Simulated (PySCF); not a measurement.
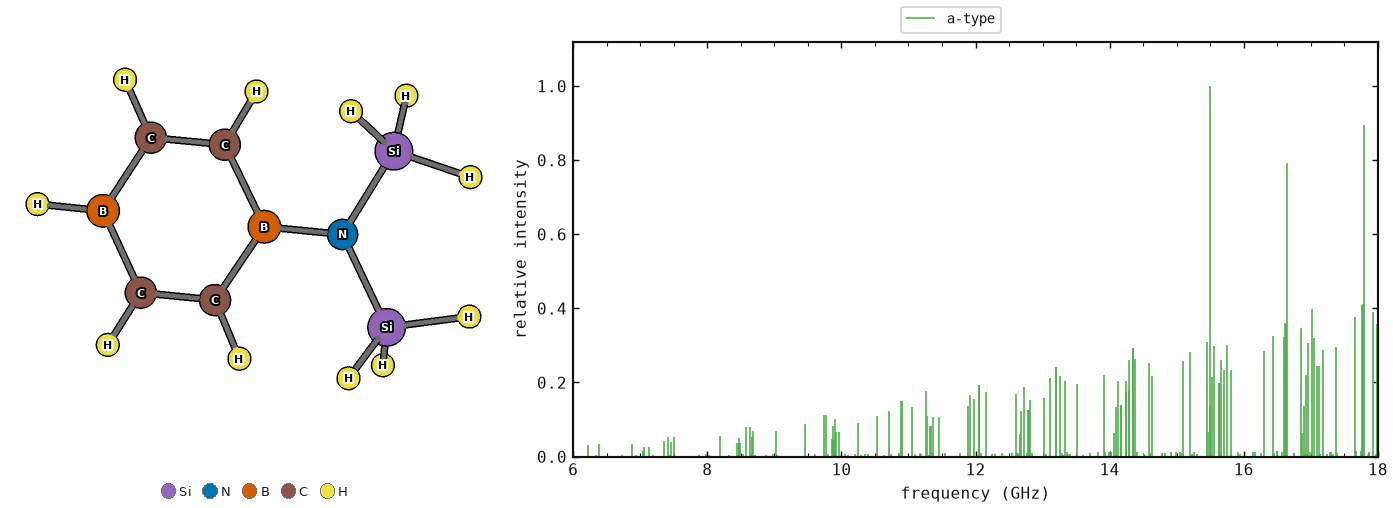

C₄H₁₁B₂NSi₂, SMILES [SiH3]N([SiH3])B1C=CBC=C1. Simulated rotational absorption lines between 6 and 18 GHz at 10 K: rigid rotor with the equilibrium constants and dipole of one optimised conformer (PBE0-D3(BJ)/def2-SVP, PySCF), commonest isotopes; no centrifugal distortion, hyperfine structure, internal rotation or nuclear-spin weights; lines within 1 MHz of each other are summed. Lines of different type are drawn apart.

Question: What are the rotational constants, and what kind of rotor is it?

Answer: Rotational constants A, B, C = 1.846, 0.8175, 0.5747 GHz; Ray's κ = −0.62, an asymmetric top on the prolate side.

Question: Which dipole components drive the lines?

Answer:
|μa|, |μb|, |μc| = 1.41, 0.00, 0.02 D; a-type lines carry 100 % of the intensity in this range.

Known limits of this run: coarse grid, loose stop and no frequency check, small forces are noise and the end may be a saddle.
